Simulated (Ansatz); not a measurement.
# Generalised stacking-fault energy along a line for ZrC (rock salt)

ZrC (rock salt) is sheared across one {100} plane: the third cell vector gains the shift, so faults repeat every 7.1 Å. The cut lies between planes 2.35 Å apart; the cell height is held.

```
ZrC
1.0
    3.32958     0.00000     0.00000
    0.00000     3.32958     0.00000
    1.66479     1.66479     7.06311
C Zr
3 3
Direct
  0.00000   0.00000   0.83333
  0.33333   0.33333   0.16667
  0.66667   0.66667   0.50000
  0.83333   0.83333   0.16667
  0.16667   0.16667   0.50000
  0.50000   0.50000   0.83333
```

In-plane vectors a = (3.330, 0.000) Å, b = (0.000, 3.330) Å, area 11.09 Å². The shift is s times the vector a (length 3.330 Å), so s = 1 restores the start. The shift is rigid: no atom relaxes. γ = [E(shift) − E(0)] / area.

The numbers are results of PBE (plane waves to 420 eV, PAW, scalar-relativistic; Ansatz, an electronic-structure program), not measurements. k mesh 12×12×12 (Γ-centred), Fermi-Dirac smearing 0.05 eV. E is the zero-smearing estimate. Stress and pressure are positive under compression. With partly filled bands, the k mesh leaves noise in γ, roughly 0.02 J/m² as judged from a few cases. Faults lie only 7.1 Å apart, and holding the cell height and the atoms raises γ above its relaxed value. ZrC is run without spin polarisation. ZrC was relaxed with its symmetry unable to fall. The zero of γ is zero shift.

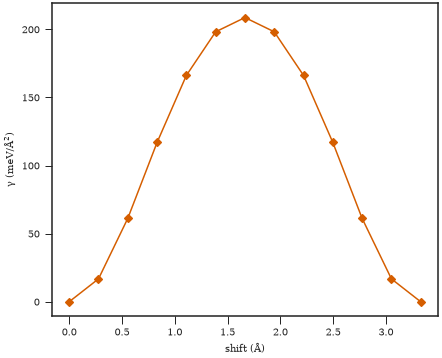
Fig. 1. γ (meV/Å²) against shift (Å); markers are the computed points, lines only join them (the last repeats the first, one period on).

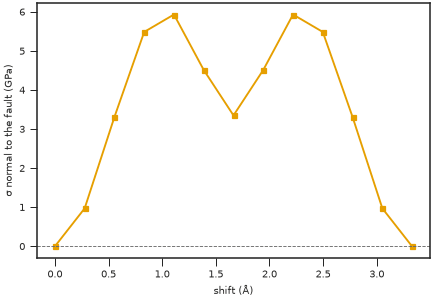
Figure. σ normal to the fault (GPa) against shift (Å); one marker a computed point (the last repeats the first, one period on).

The highest computed γ on the line is 3.34 J/m² and the steepest slope dγ/d(shift) before the first maximum (spline) comes out as 33 GPa. Position of the highest point: s = 0.500. Local minima between the ends: no computed point is one.

A slope of 1 mJ/m² per Å is 0.01 GPa.

(The slope of γ gives the shear force per area between the displaced halves; near zero shift its curvature is an elastic stiffness.)
